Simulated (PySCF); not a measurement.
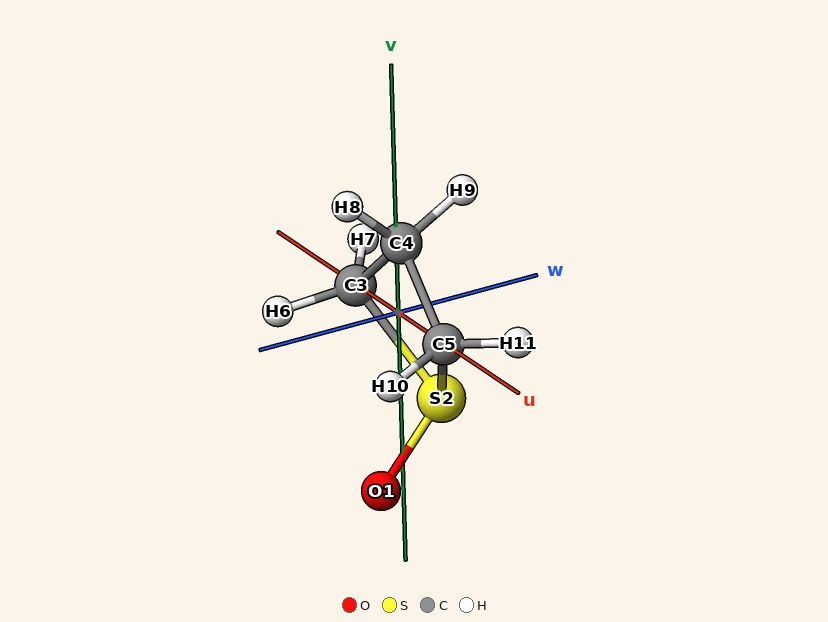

The lines u, v and w are the principal axes of the static dipole polarisability. The geometry was computed by an optimisation with GFN2-xTB. No frequency run is at hand to confirm it as a minimum. Level of theory: PBE0/def2-SVPD (PySCF 2.14.0).

**Along which axis is the molecule most polarisable, and along which least?**

Most along v (close to the long direction O1···C4), least along w.

**Give the three principal values.**

u 57.3, v 67.8, w 49.8 bohr³; mean 58.3, anisotropy 15.6 bohr³.
